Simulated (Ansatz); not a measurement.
**Geometry relaxation of C6H6Al (charge +1)**

- system: C6H6Al, charge +1, SMILES [Al+].c1ccccc1
- method: RKS PBE0-D4/def2-TZVP (Ansatz 0.2.0)

Figures and captions count atoms from 1; the log counts them from 0 in places.

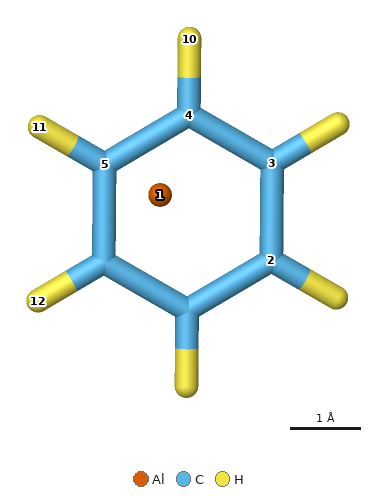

Fig. 1: The structure as given in the input (stick view, seen at a tilt; atoms are numbered from 1 in the order of the input). Sticks mark near contacts. Bond lengths as drawn: C–C 1.41 Å and C–H 1.10 Å.

## Results in brief

| quantity | value |
| --- | --- |
| outcome | converged |
| total energy | −12902.1943 eV |
| mean-field energy | −12901.8175 eV |
| SCF solution under orbital rotations | stable |
| largest force (length of the vector) at the end | 0.001 eV/Å |
| hardware | 4 threads of Arm Neoverse V2, 24 GiB of memory available, shared host |
| wall time | 47 s (CPU time 3 min) |
| peak memory | 0.89 GiB |

## The input
```yaml
crystal:
  periodic: [false, false, false]
  atoms:
    - { symbol: Al, position_ang: [0.33469255, -1.6872067, 0.13358187] }
    - { symbol: C, position_ang: [-0.66737336, 0.40329336, -1.33547857] }
    - { symbol: C, position_ang: [-1.49828974, 0.32834769, -0.19547376] }
    - { symbol: C, position_ang: [-0.953797, 0.54061047, 1.09061205] }
    - { symbol: C, position_ang: [0.42160874, 0.82705681, 1.23688979] }
    - { symbol: C, position_ang: [1.25261687, 0.90202706, 0.09699752] }
    - { symbol: C, position_ang: [0.7081082, 0.68985131, -1.18886933] }
    - { symbol: H, position_ang: [-1.09221329, 0.2399141, -2.33758432] }
    - { symbol: H, position_ang: [-2.57024709, 0.10638301, -0.30988237] }
    - { symbol: H, position_ang: [-1.60166092, 0.48441741, 1.97860132] }
    - { symbol: H, position_ang: [0.84543636, 0.99342504, 2.23888538] }
    - { symbol: H, position_ang: [2.32391479, 1.12731468, 0.21081546] }
    - { symbol: H, position_ang: [1.3553539, 0.74968576, -2.07700505] }
total_charge: 1
basis:
  gaussian: { orbitals: def2-TZVP }
hamiltonian:
  xc: pbe0
  dispersion: d4
relax:
  f_tol: 0.004
  max_steps: 150
```

Run as:
```bash
ansatz run input.yaml --threads 4 --pin off --max-ram 10240MiB --backend cpu --events-out ev --progress --plain --runs-dir out
```

## What the program printed
```
The last accepted step is kept in [file] (removed where the run ends without a failure and the disk answers)
Engine: ansatz 0.2.0, aarch64-unknown-linux-gnu
Functional definition: PBE0
  parameter a = 0.25
  parameter kappa = 0.804
  parameter beta = 0.06672455060314922
  exchange = (1 - a)*pbe_x(kappa = kappa, mu = beta*pi^2/3) + a*exact_x
  correlation = pbe_c(beta = beta)
1623 factors; their error is unknown
mean field evaluation 1: about -12850.9818 eV, gradient 1.1e2 eV
mean field evaluation 2: about -12162.5077 eV, gradient 4.6e2 eV
mean field evaluation 4: about -12900.3774 eV, gradient 1.9e1 eV
mean field evaluation 8: about -12901.7515 eV, gradient 1.6e-1 eV
mean field evaluation 16: about -12901.7428 eV, gradient 1.0e-2 eV
mean field -12901.74280384 eV, -474.1303029257 hartree, gradient 2.9e-5 eV, S^2 0.000000; 0 other end points of the search recorded, 0 dependent functions left out
the calculation of the forces begins
reference -12901.74283761 eV, -474.1303041668 hartree; 27, 27 occupied and 232, 232 virtual orbitals, 1623 factors
relax step   1: F+E_penalty+E_count = -12902.11859052 eV  Δ(F+E_penalty+E_count) = +0.000e0 eV  max|allowed force component| = 5.709e-1 eV/Å  Δτ_max = 0.0000 Å  (31 SCF iters, accepted)
these checks for a lower state are left out or cut short: starts, cluster_reference, orbital_swaps, neighbouring_geometries, increment
1623 factors; their error is unknown
mean field -12901.81311061 eV, -474.1328866520 hartree, gradient 1.3e-5 eV, S^2 0.000000; 0 other end points of the search recorded, 0 dependent functions left out
the calculation of the forces begins
reference -12901.81314432 eV, -474.1328878906 hartree; 27, 27 occupied and 232, 232 virtual orbitals, 1623 factors
relax step   2: F+E_penalty+E_count = -12902.18672498 eV  Δ(F+E_penalty+E_count) = -6.813e-2 eV  max|allowed force component| = 2.454e-1 eV/Å  Δτ_max = 0.0567 Å  (32 SCF iters, accepted)
these checks for a lower state are left out or cut short: starts, cluster_reference, orbital_swaps, neighbouring_geometries, increment
1623 factors; their error is unknown
mean field evaluation 32: about -12901.8163 eV, gradient 5.1e-4 eV
mean field -12901.81631527 eV, -474.1330044210 hartree, gradient 1.6e-5 eV, S^2 0.000000; 0 other end points of the search recorded, 0 dependent functions left out
the calculation of the forces begins
reference -12901.81634894 eV, -474.1330056583 hartree; 27, 27 occupied and 232, 232 virtual orbitals, 1623 factors
relax step   3: F+E_penalty+E_count = -12902.19369819 eV  Δ(F+E_penalty+E_count) = -6.973e-3 eV  max|allowed force component| = 7.859e-2 eV/Å  Δτ_max = 0.0385 Å  (32 SCF iters, accepted)
these checks for a lower state are left out or cut short: starts, cluster_reference, orbital_swaps, neighbouring_geometries, increment
1623 factors; their error is unknown
mean field -12901.81729469 eV, -474.1330404140 hartree, gradient 2.3e-5 eV, S^2 0.000000; 0 other end points of the search recorded, 0 dependent functions left out
the calculation of the forces begins
reference -12901.81732837 eV, -474.1330416516 hartree; 27, 27 occupied and 232, 232 virtual orbitals, 1623 factors
relax step   4: F+E_penalty+E_count = -12902.19425536 eV  Δ(F+E_penalty+E_count) = -5.572e-4 eV  max|allowed force component| = 1.551e-2 eV/Å  Δτ_max = 0.0080 Å  (32 SCF iters, accepted)
these checks for a lower state are left out or cut short: starts, cluster_reference, orbital_swaps, neighbouring_geometries, increment
1623 factors; their error is unknown
mean field -12901.81745249 eV, -474.1330462129 hartree, gradient 1.9e-5 eV, S^2 0.000000; 0 other end points of the search recorded, 0 dependent functions left out
the calculation of the forces begins
reference -12901.81748616 eV, -474.1330474505 hartree; 27, 27 occupied and 232, 232 virtual orbitals, 1623 factors
relax step   5: F+E_penalty+E_count = -12902.19430295 eV  Δ(F+E_penalty+E_count) = -4.759e-5 eV  max|allowed force component| = 8.493e-3 eV/Å  Δτ_max = 0.0036 Å  (32 SCF iters, accepted)
these checks for a lower state are left out or cut short: starts, cluster_reference, orbital_swaps, neighbouring_geometries, increment
1623 factors; their error is unknown
mean field -12901.81745783 eV, -474.1330464093 hartree, gradient 1.7e-5 eV, S^2 0.000000; 0 other end points of the search recorded, 0 dependent functions left out
the calculation of the forces begins
reference -12901.81749151 eV, -474.1330476469 hartree; 27, 27 occupied and 232, 232 virtual orbitals, 1623 factors
relax step   6: F+E_penalty+E_count = -12902.19430588 eV  Δ(F+E_penalty+E_count) = -2.932e-6 eV  max|allowed force component| = 6.223e-4 eV/Å  Δτ_max = 0.0002 Å  (32 SCF iters, accepted)
1623 factors; their error is unknown
mean field evaluation 64: about -12850.4888 eV, gradient 1.1e2 eV
```

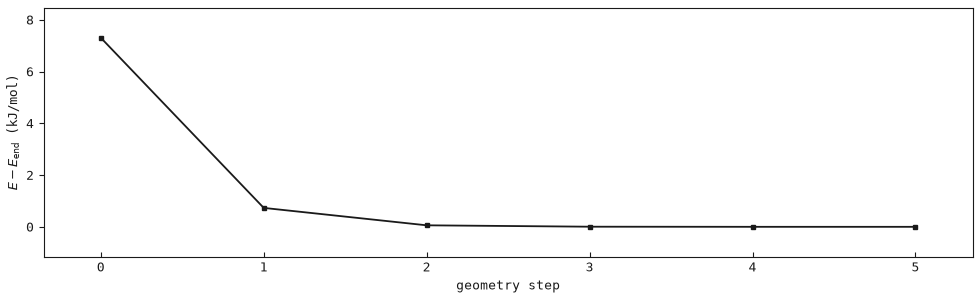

Fig. 2: Progress of the relaxation, step by step (the first geometry is step 0 here and step 1 in the log).

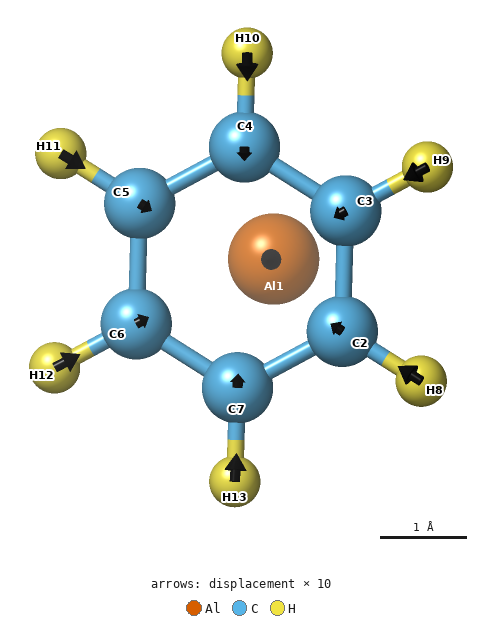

Fig. 3: The starting structure with the displacements as black arrows, magnified 10 times (ball-and-stick view, seen at a tilt). The two geometries are laid on each other by the best rigid fit. The largest moves after the best rigid fit, 0.034 Å, are those of H8, H10, H11 and H12. Largest moves by element: H 0.034 Å, Al 0.030 Å, C 0.017 Å. Among the contacts that change: C2–H8 1.101 → 1.084 Å, C2–C3 1.413 → 1.396 Å. The energy falls by 7.31 kJ/mol in 5 geometry steps. Largest force component: 0.57 eV/Å at the start, 0.00062 eV/Å at the end. (Atoms are counted from 1 in the order of the input.)

```
mean field -12901.81745783 eV, -474.1330464093 hartree, gradient 1.9e-5 eV, S^2 0.000000; 1 other end points of the search recorded, 0 dependent functions left out
the calculation of the forces begins
reference -12901.81749151 eV, -474.1330476469 hartree; 27, 27 occupied and 232, 232 virtual orbitals, 1623 factors
Total energy: -12902.19433956 eV, -474.1468965573 hartree
Atom 0 at     0.330895    -1.657699     0.132595 Å, force    -0.000008     0.000028    -0.000004 eV/Å
Atom 1 at    -0.660937     0.405542    -1.320098 Å, force     0.000192     0.000082     0.000561 eV/Å
Atom 2 at    -1.482047     0.331687    -0.193845 Å, force     0.000623     0.000114     0.000167 eV/Å
Atom 3 at    -0.944065     0.540849     1.076955 Å, force     0.000341     0.000030    -0.000575 eV/Å
Atom 4 at     0.415024     0.823874     1.221496 Å, force    -0.000233    -0.000084    -0.000507 eV/Å
Atom 5 at     1.236136     0.897708     0.095247 Å, force    -0.000546    -0.000140    -0.000196 eV/Å
Atom 6 at     0.698157     0.688538    -1.175551 Å, force    -0.000315    -0.000022     0.000561 eV/Å
Atom 7 at    -1.078193     0.240884    -2.306602 Å, force    -0.000110    -0.000051    -0.000277 eV/Å
Atom 8 at    -2.536826     0.109686    -0.305901 Å, force    -0.000332    -0.000070    -0.000037 eV/Å
Atom 9 at    -1.581132     0.481246     1.951596 Å, force    -0.000205    -0.000013     0.000214 eV/Å
Atom 10 at     0.833181     0.984024     2.208358 Å, force     0.000121     0.000038     0.000333 eV/Å
Atom 11 at     2.291822     1.115181     0.207664 Å, force     0.000279     0.000060     0.000036 eV/Å
Atom 12 at     1.336136     0.743599    -2.049823 Å, force     0.000194     0.000028    -0.000274 eV/Å
Dipole moment:     0.066528    -0.333097     0.026663 e Å
```

## Trajectory as extended XYZ (Å, eV, eV/Å), 6 frames, from step=1 to step=6
```
13
Properties=species:S:1:pos:R:3:forces:R:3 step=1 energy=-12902.11859
Al    0.3347   -1.6872    0.1336   -0.0324   0.1730  -0.0124
C    -0.6674    0.4033   -1.3355    0.0966   0.0141   0.2294
C    -1.4983    0.3283   -0.1955    0.2392   0.0307   0.0225
C    -0.9538    0.5406    1.0906    0.1423  -0.0108  -0.1941
C     0.4216    0.8271    1.2369   -0.0869  -0.0571  -0.2198
C     1.2526    0.9020    0.0970   -0.2334  -0.0731  -0.0169
C     0.7081    0.6899   -1.1889   -0.1385  -0.0324   0.1876
H    -1.0922    0.2399   -2.3376    0.2292   0.0800   0.5322
H    -2.5702    0.1064   -0.3099    0.5709   0.1124   0.0636
H    -1.6017    0.4844    1.9786    0.3456   0.0220  -0.4712
H     0.8454    0.9934    2.2389   -0.2231  -0.0935  -0.5308
H     2.3239    1.1273    0.2108   -0.5676  -0.1273  -0.0603
H     1.3554    0.7497   -2.0770   -0.3419  -0.0379   0.4703
13
Properties=species:S:1:pos:R:3:forces:R:3 step=2 energy=-12902.18672
Al    0.3258   -1.6313    0.1306    0.0487  -0.2454   0.0194
C    -0.6625    0.4046   -1.3240    0.0056   0.0447   0.0340
C    -1.4862    0.3307   -0.1943    0.0302   0.0429  -0.0012
C    -0.9465    0.5403    1.0804    0.0115   0.0400  -0.0332
C     0.4167    0.8242    1.2254   -0.0204   0.0327  -0.0371
C     1.2404    0.8981    0.0957   -0.0438   0.0326  -0.0037
C     0.7007    0.6886   -1.1789   -0.0296   0.0331   0.0230
H    -1.0808    0.2352   -2.3141    0.0595   0.0273   0.1399
H    -2.5444    0.1041   -0.3066    0.1498   0.0341   0.0168
H    -1.5853    0.4763    1.9589    0.0901   0.0124  -0.1251
H     0.8372    0.9815    2.2165   -0.0593  -0.0214  -0.1403
H     2.3011    1.1125    0.2089   -0.1510  -0.0276  -0.0164
H     1.3420    0.7402   -2.0564   -0.0913  -0.0055   0.1239
13
Properties=species:S:1:pos:R:3:forces:R:3 step=3 energy=-12902.19370
Al    0.3334   -1.6689    0.1337   -0.0160   0.0786  -0.0065
C    -0.6611    0.4071   -1.3198    0.0025  -0.0184   0.0001
C    -1.4819    0.3332   -0.1939    0.0012  -0.0164   0.0003
C    -0.9441    0.5424    1.0764    0.0015  -0.0176   0.0034
C     0.4145    0.8253    1.2209    0.0048  -0.0174   0.0034
C     1.2354    0.8991    0.0950    0.0060  -0.0176   0.0026
C     0.6976    0.6899   -1.1753    0.0046  -0.0158  -0.0016
H    -1.0781    0.2417   -2.3058   -0.0063   0.0011  -0.0145
H    -2.5360    0.1102   -0.3059   -0.0159   0.0012  -0.0016
H    -1.5808    0.4820    1.9508   -0.0096   0.0025   0.0121
H     0.8328    0.9839    2.2075    0.0050   0.0077   0.0135
H     2.2908    1.1155    0.2075    0.0142   0.0069   0.0012
H     1.3356    0.7438   -2.0491    0.0081   0.0052  -0.0127
13
Properties=species:S:1:pos:R:3:forces:R:3 step=4 energy=-12902.19426
Al    0.3317   -1.6611    0.1330   -0.0033   0.0155  -0.0014
C    -0.6608    0.4047   -1.3200    0.0001   0.0016   0.0013
C    -1.4818    0.3309   -0.1938    0.0011   0.0012  -0.0002
C    -0.9439    0.5400    1.0770    0.0002   0.0012  -0.0010
C     0.4152    0.8230    1.2215   -0.0007   0.0019  -0.0012
C     1.2362    0.8968    0.0953   -0.0015   0.0015   0.0001
C     0.6983    0.6877   -1.1754   -0.0008   0.0011   0.0005
H    -1.0785    0.2423   -2.3066    0.0000  -0.0042  -0.0020
H    -2.5370    0.1112   -0.3060   -0.0016  -0.0045   0.0003
H    -1.5813    0.4826    1.9514   -0.0006  -0.0039   0.0023
H     0.8328    0.9855    2.2081    0.0019  -0.0041   0.0025
H     2.2914    1.1165    0.2075    0.0031  -0.0035   0.0005
H     1.3358    0.7450   -2.0498    0.0022  -0.0039  -0.0016
13
Properties=species:S:1:pos:R:3:forces:R:3 step=5 energy=-12902.19430
Al    0.3309   -1.6576    0.1326   -0.0001   0.0007  -0.0001
C    -0.6610    0.4057   -1.3202    0.0037   0.0001   0.0066
C    -1.4822    0.3318   -0.1939    0.0085   0.0015   0.0015
C    -0.9442    0.5409    1.0770    0.0054   0.0004  -0.0063
C     0.4150    0.8240    1.2216   -0.0033  -0.0024  -0.0078
C     1.2362    0.8978    0.0952   -0.0074  -0.0022  -0.0014
C     0.6982    0.6886   -1.1757   -0.0053  -0.0004   0.0077
H    -1.0782    0.2408   -2.3066   -0.0014   0.0001  -0.0032
H    -2.5368    0.1096   -0.3059   -0.0037  -0.0004  -0.0006
H    -1.5811    0.4811    1.9516   -0.0019   0.0001   0.0023
H     0.8332    0.9839    2.2084    0.0012   0.0012   0.0034
H     2.2919    1.1151    0.2077    0.0027   0.0010   0.0005
H     1.3362    0.7435   -2.0498    0.0017   0.0004  -0.0027
13
Properties=species:S:1:pos:R:3:forces:R:3 step=6 energy=-12902.19431
Al    0.3309   -1.6577    0.1326    0.0000   0.0000   0.0000
C    -0.6609    0.4055   -1.3201    0.0002   0.0001   0.0006
C    -1.4820    0.3317   -0.1938    0.0006   0.0001   0.0002
C    -0.9441    0.5408    1.0770    0.0003   0.0000  -0.0006
C     0.4150    0.8239    1.2215   -0.0002  -0.0001  -0.0005
C     1.2361    0.8977    0.0952   -0.0005  -0.0001  -0.0002
C     0.6982    0.6885   -1.1756   -0.0003   0.0000   0.0006
H    -1.0782    0.2409   -2.3066   -0.0001  -0.0001  -0.0003
H    -2.5368    0.1097   -0.3059   -0.0003  -0.0001   0.0000
H    -1.5811    0.4812    1.9516   -0.0002   0.0000   0.0002
H     0.8332    0.9840    2.2084    0.0001   0.0000   0.0003
H     2.2918    1.1152    0.2077    0.0003   0.0001   0.0000
H     1.3361    0.7436   -2.0498    0.0002   0.0000  -0.0003
```
